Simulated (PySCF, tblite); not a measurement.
**C5H6F3 radical: geometry, infrared bands and EPR parameters**

Aim: predict the infrared bands and EPR parameters of C5H6F3 radical (`C[C@@H]1[CH][C@H]1C(F)(F)F`).

Programs: tblite 0.8.0 and PySCF 2.14.0, with density-fitted response routines of our own. Each step states its level of theory. These are calculated values for one molecule in the gas phase, unless marked as measured. Atoms are numbered from 0 throughout.

## Step 1: The molecule as given

14 atoms, charge 0, multiplicity 2; geometry from: force field or distance geometry start.

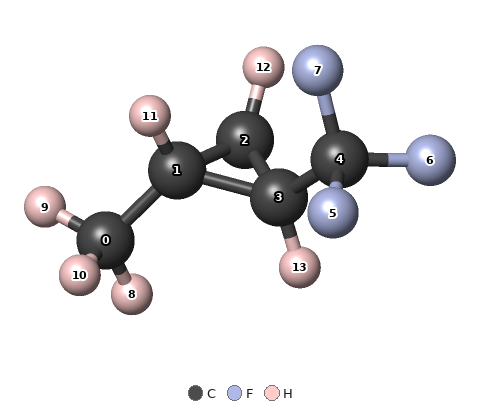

As it starts; carbon dark grey, fluorine light blue, hydrogen pink, atoms numbered.

## Step 2: Relaxing the molecule with GFN2-xTB

Job settings and geometry (Å):

```
{"job": {"kind": "relax", "xc": "GFN2-xTB", "basis": "xTB"}, "charge": 0, "multiplicity": 2}
C     -2.006200    -0.085500     0.020500
C     -0.621700     0.245600     0.408400
C      0.098000     1.328600    -0.220800
C      0.531500    -0.011000    -0.538400
C      1.829100    -0.561200    -0.044800
F      1.786900    -1.911700    -0.020400
F      2.833500    -0.192100    -0.887300
F      2.147300    -0.117600     1.194500
H     -2.180700     0.044200    -1.051700
H     -2.724200     0.558900     0.562700
H     -2.246800    -1.124100     0.274200
H     -0.459800     0.133200     1.486800
H      0.686400     2.050900     0.331800
H      0.326000    -0.358600    -1.537700
```

Run with:

```sh
$ OMP_NUM_THREADS=1 python probes_run.py task.json out
```

This one command runs all jobs of the session in turn.

What it wrote:

```text
step      E/eV     max force
  0    -757.94874    1.940
  1    -758.01745    0.814
  2    -758.04433    0.587
  3    -758.07031    0.281
  4    -758.07990    0.192
  5    -758.08553    0.177
  6    -758.09085    0.165
  7    -758.09524    0.148
  8    -758.09801    0.127
  9    -758.09951    0.084
 10    -758.10052    0.082
 11    -758.10144    0.082
 12    -758.10231    0.096
 13    -758.10311    0.072
 14    -758.10375    0.068
 15    -758.10424    0.056
 16    -758.10460    0.042
 17    -758.10491    0.040
 18    -758.10519    0.041
 19    -758.10542    0.042
 20    -758.10559    0.026
 21    -758.10570    0.025
 22    -758.10578    0.021
 23    -758.10586    0.027
 24    -758.10595    0.022
 25    -758.10603    0.023
 26    -758.10610    0.024
 27    -758.10616    0.022
 28    -758.10621    0.018
 29    -758.10626    0.017
 30    -758.10631    0.021
 31    -758.10636    0.024
 32    -758.10641    0.023
 33    -758.10648    0.025
 34    -758.10656    0.030
 35    -758.10665    0.025
 36    -758.10672    0.021
 37    -758.10676    0.018
 38    -758.10679    0.020
 39    -758.10684    0.023
 40    -758.10691    0.026
 41    -758.10700    0.025
 42    -758.10707    0.021
 43    -758.10711    0.017
 44    -758.10715    0.017
 45    -758.10719    0.020
 46    -758.10725    0.017
 47    -758.10729    0.015
 48    -758.10732    0.012
 49    -758.10733    0.011
 50    -758.10735    0.009
```

It took 0.19 s on 1 thread of Arm Neoverse V2, shared host.

The steps of the relaxation: (not every step is listed)

```csv
step,energy from step 0 (eV),largest force (eV/Å)
0,0.0000,1.9396
1,-0.0687,0.8137
2,-0.0956,0.5870
3,-0.1216,0.2805
4,-0.1312,0.1924
5,-0.1368,0.1765
6,-0.1421,0.1651
7,-0.1465,0.1480
8,-0.1493,0.1273
11,-0.1527,0.0820
14,-0.1550,0.0682
17,-0.1562,0.0400
20,-0.1568,0.0262
23,-0.1571,0.0266
26,-0.1574,0.0239
29,-0.1575,0.0171
32,-0.1577,0.0228
35,-0.1579,0.0246
38,-0.1581,0.0197
41,-0.1583,0.0253
44,-0.1584,0.0175
45,-0.1584,0.0198
46,-0.1585,0.0173
47,-0.1585,0.0149
48,-0.1586,0.0121
49,-0.1586,0.0111
50,-0.1586,0.0091
```

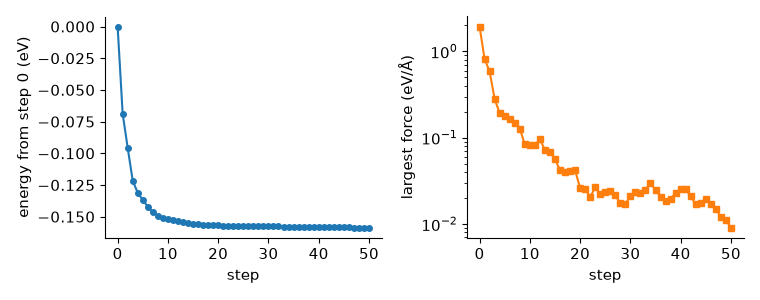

Energy and largest force along the relaxation.

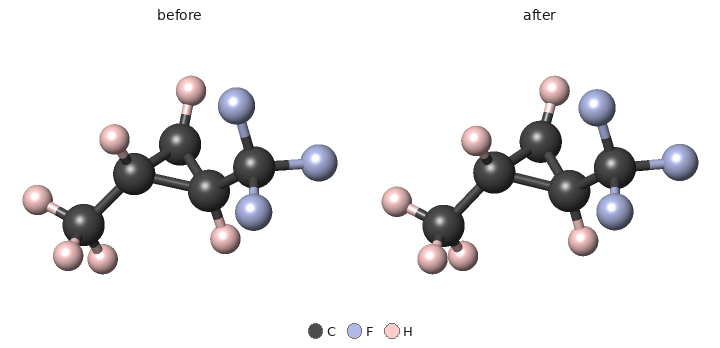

The geometry before (left) and after (right).

Close pairs (by a distance rule), those that changed most:

```
  bond  before (Å)  after (Å)  change (Å)
 C0–C1       1.475      1.512      +0.036
 C2–C3       1.443      1.467      +0.024
 C0–H9       1.107      1.087      -0.019
 C4–F6       1.362      1.344      -0.018
C2–H12       1.083      1.067      -0.016
 C1–C2       1.445      1.458      +0.013
 C1–C3       1.514      1.527      +0.013
 C4–F7       1.354      1.342      -0.013
```

The final coordinates are the input of the step that follows.

## Step 3: Infrared spectrum with GFN2-xTB

Job settings and geometry (Å):

```
{"job": {"kind": "ir", "xc": "GFN2-xTB", "basis": "xTB"}, "charge": 0, "multiplicity": 2}
C     -2.027030    -0.090342     0.019653
C     -0.619572     0.268913     0.438411
C      0.120214     1.363232    -0.177794
C      0.520311    -0.001247    -0.540565
C      1.824072    -0.568356    -0.048399
F      1.804809    -1.914181    -0.004669
F      2.861831    -0.237491    -0.835821
F      2.136383    -0.155046     1.189139
H     -2.178042     0.129723    -1.033407
H     -2.741698     0.485987     0.602375
H     -2.214257    -1.148015     0.191107
H     -0.431799     0.071978     1.493478
H      0.678737     2.188495     0.203584
H      0.265363    -0.394122    -1.519258
```

What it wrote:

```text
mode    cm-1     km/mol
  1      33.3      0.07
  2     122.6      1.25
  3     164.6      1.35
  4     186.6      0.55
  5     274.2      3.99
  6     351.3     10.19
  7     353.7      0.73
  8     398.6     19.99
  9     482.0     11.88
 10     504.3      3.23
 11     583.0     15.40
 12     640.8     28.27
 13     792.8      6.28
 14     886.9     17.58
 15     912.0      1.34
 16     954.5      0.33
 17     968.2     30.26
 18    1013.3     13.38
 19    1042.7    310.57
 20    1046.7    246.35
 21    1081.4     20.08
 22    1104.2     26.84
 23    1130.0     11.44
 24    1181.4    188.95
 25    1221.2     39.19
 26    1253.4     22.17
 27    1402.1      2.77
 28    1442.4     11.05
 29    1480.6      4.63
 30    1487.4      5.13
 31    2958.6     12.27
 32    3024.7      3.23
 33    3034.4     21.68
 34    3041.2     19.35
 35    3054.4     20.74
 36    3182.1     13.10
```

Run time: 0.27 s. Hardware: 1 thread of Arm Neoverse V2, shared host.

The strongest bands and the atoms that carry them (share of the mass-weighted mode):

| cm⁻¹ | km/mol | atoms |
| --- | --- | --- |
| 641 | 28.3 | H12 37 %, C2 27 %, F5 12 % |
| 968 | 30.3 | H12 23 %, H13 15 %, H10 12 %, C2 11 % |
| 1043 | 310.6 | C4 69 %, F5 18 % |
| 1047 | 246.3 | C4 50 %, F6 12 % |
| 1104 | 26.8 | C1 23 %, H10 13 %, C4 12 %, C0 11 % |
| 1181 | 188.9 | C4 63 %, H13 15 % |
| 1221 | 39.2 | H13 36 %, H11 29 % |
| 1253 | 22.2 | H11 46 %, C3 14 %, H13 12 % |

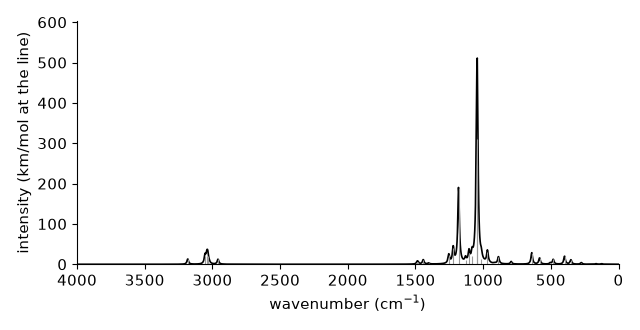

The infrared spectrum from these modes, unscaled. Lines are broadened to a width of 14 cm⁻¹ (Lorentzian).

## Step 4: EPR parameters: B3LYP/pcH-1

The job, as its differences from that of step 3:

```diff
@@ -1,2 +1,2 @@
-{"job": {"kind": "ir", "xc": "GFN2-xTB", "basis": "xTB"}, "charge": 0, "multiplicity": 2}
+{"job": {"kind": "epr", "basis": "pcH-1"}, "charge": 0, "multiplicity": 2}
 C     -2.027030    -0.090342     0.019653
```

With the program's defaults for keys left out, this is: UKS B3LYP, pcH-1 on C F H, non-relativistic, mean-field spin-orbit, GIAO.

What it wrote:

```text
UKS, coarse grid
  cycle   1  E = -493.45450717  |g| = 6.79e-01
  cycle   2  E = -493.26368369  |g| = 1.07e+00
  cycle   3  E = -493.60926728  |g| = 5.51e-02
  cycle   4  E = -493.61008330  |g| = 3.96e-02
  cycle   5  E = -493.61079226  |g| = 4.78e-03
  cycle   6  E = -493.61080707  |g| = 2.28e-03
  cycle   7  E = -493.61080965  |g| = 1.05e-03
  cycle   8  E = -493.61081043  |g| = 4.12e-04
UKS, final grid
  cycle   1  E = -493.61084713  |g| = 5.01e-04
  cycle   2  E = -493.61084705  |g| = 7.46e-04
  cycle   3  E = -493.61084720  |g| = 5.35e-05
  cycle   4  E = -493.61084721  |g| = 1.58e-05
E = -493.61084721 Eh   <S^2> = 0.7531 (exact 0.7500)
g shifts (ppm)      1          2          3
  rmc          -150       -150       -150
  gc             26         16          8
  oz_so          22        679        861
  total        -102        545        720
hyperfine (MHz)  atom isotope    a_iso     a_fc   dipolar eigenvalues
    0   13C      43.04      43.04     -4.00     -3.49      7.49
    1   13C     -18.71     -18.71     -4.83     -0.37      5.20
    2   13C     270.91     270.91    -77.12    -72.80    149.92
    3   13C     -18.58     -18.58     -3.70      0.45      3.25
    4   13C      31.60      31.60     -2.84     -2.40      5.24
    5   19F      16.42      16.42    -13.30    -13.20     26.51
    6   19F      -0.36      -0.36     -1.32     -0.26      1.58
    7   19F       0.99       0.99     -9.00     -2.93     11.92
    8    1H      -2.75      -2.75     -4.99     -2.26      7.25
    9    1H      -0.49      -0.49     -3.12     -2.17      5.29
   10    1H      -2.74      -2.74     -2.75     -1.97      4.72
   11    1H      64.55      64.55     -5.54     -1.85      7.39
   12    1H     -18.17     -18.17    -34.36     -3.89     38.26
   13    1H      78.48      78.48     -6.27     -3.68      9.95
```

Run time: 49 s. Hardware: 1 thread of Arm Neoverse V2, shared host; peak memory 0.96 GiB.

Principal g values 2.00222, 2.00286, 2.00304; g(iso) = 2.00271, against 2.00232 for a free electron.

Hyperfine couplings; where a row names several nuclei, a(iso) is their mean (it holds for fast rotation or exchange) and the dipolar term the largest among them:

```
     nuclei  isotope  a(iso) (MHz)  a(iso) (G, at g = 2.0023)  largest dipolar term (MHz)
         C2      13C         270.9                       96.7                       149.9
        H13       1H          78.5                       28.0                         9.9
        H11       1H          64.6                       23.0                         7.4
         C0      13C          43.0                       15.4                         7.5
         C4      13C          31.6                       11.3                         5.2
         C1      13C         -18.7                       -6.7                         5.2
         C3      13C         -18.6                       -6.6                        -3.7
        H12       1H         -18.2                       -6.5                        38.3
 F5, F6, F7      19F           5.7                        2.0                        26.5
H8, H9, H10       1H          -2.0                       -0.7                         7.2
```

Mulliken spin populations:

C0 0.03; C1 -0.04; C2 0.98; C3 -0.04; C4 0.02; F5 0.00; F6 0.00; F7 0.00; H8 0.00; H9 0.00; H10 0.00; H11 0.03; H12 -0.02; H13 0.03

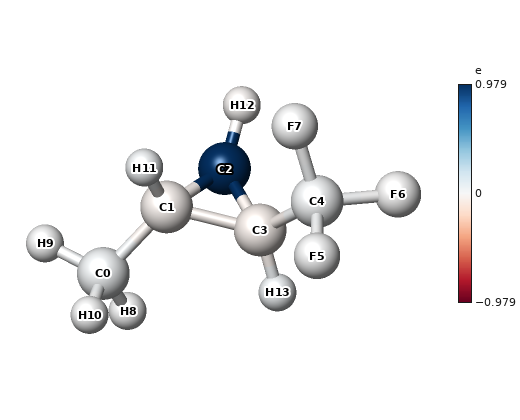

Mulliken spin populations, as colours on the atoms.

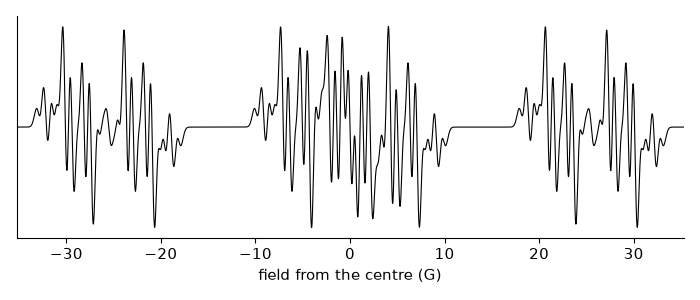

First-order isotropic spectrum (first derivative, main isotopes with spin only, couplings over 0.8 MHz, Gaussian width 0.3 G; couplings of the frozen geometry, rotation of groups not averaged beyond the rows shown).

The fields below are evaluated on a grid from the run's orbitals.

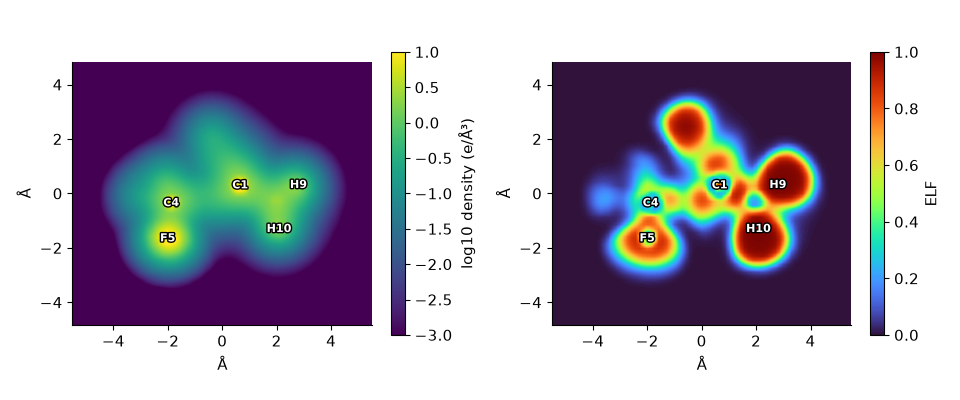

Density (left) and ELF (right) in a plane through or near 5 of the atoms.

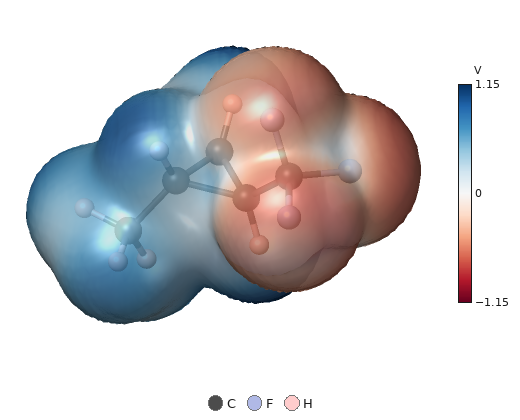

Electrostatic potential on the surface of density 0.002 e/bohr³; red is low, blue high. It runs from -0.71 V near F6 to 1.15 V near H13.

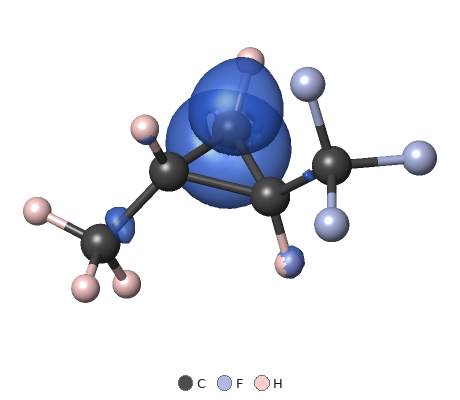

Spin density at ±0.05 e/Å³ (alpha excess blue, beta excess red).

## Step 5: What came out

```
                                 quantity                  value
strongest single infrared mode (GFN2-xTB)  1043 cm⁻¹, 311 km/mol
             zero-point energy (GFN2-xTB)          61.2 kcal/mol
                           g(iso) (B3LYP)                2.00271
                                     ⟨S²⟩     0.753 (exact 0.75)
       largest a(iso) (averaged by class)   13C on C2, 270.9 MHz
    surface potential, least and greatest     -0.71 V and 1.15 V
```

**Reading.** Relaxing lowered the energy by 0.159 eV in 50 steps; the close pair that moved most is C0–C1, from 1.475 to 1.512 Å. No mode is imaginary among the 36: a minimum at this level. The strongest single mode, at 1043 cm⁻¹, moves mainly C4. Unscaled tight-binding wavenumbers are off by several per cent, some by more. Its intensities can rank the bands wrongly. C2 carries the largest spin population, 0.98 e. The isotropic g lies 0.4 ppt above the free-electron value.
